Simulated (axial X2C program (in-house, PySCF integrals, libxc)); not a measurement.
**A two-component session on TeB: EOM-IP-CCSD levels**

Wanted for TeB: EOM-IP-CCSD levels, at the two-component level.

Computed with an in-house X2C program for linear molecules on PySCF integrals. Level: two-component X2C with atomic mean-field terms, Te dyall-acv3z, B dyall-av3z.

All values are calculated.

### 1 Set-up

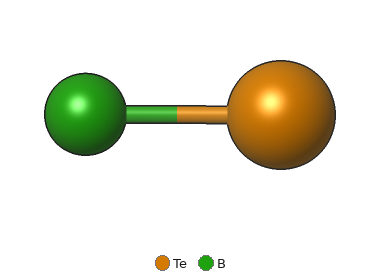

The two atoms at 2.060 Å (tellurium orange, boron green).

Contents of task.json:

```json
{"zs": [52, 5], "q": 0, "bas": ["dyall-acv3z", "dyall-av3z"], "r0": 2.06, "eom": "ip", "rq": -1, "thr": -2.0, "nmax": 95, "grid": [1, 0.96, 1.045, 0.92, 1.09, 1.15]}
```

Keys: zs atomic numbers; q charge; bas basis sets; r0 starting distance in Å; eom kind of EOM run; thr threshold in hartree for freezing inner shells (an s shell follows its p shell); nmax most natural virtual spinors; grid distances as factors.

Command:

```sh
python soeom.py task.json out
```

Further steps of the session: EOM-IP-CCSD at 2.071 Å.

What does the calculation give? Wanted: next root led by one particle; T1 of the reference.

The runs gave:

| quantity | value |
| --- | --- |
| lowest root at 2.071 Å | Ω = 1/2, 2.592 eV |
| next root led by one particle | Ω = 3/2, about 6930 cm⁻¹ higher |
| T1 of the reference | 0.018 |

Removing an electron from the reference determinant of TeB⁻ costs 2.59 eV and empties a spinor of 48% B pσ, 22% B sσ, 16% Te pσ. Errors of 0.1 to 0.3 eV are usual at this size, and roots led by higher excitations are left out, so the list is incomplete, and low states of that kind can be missing.
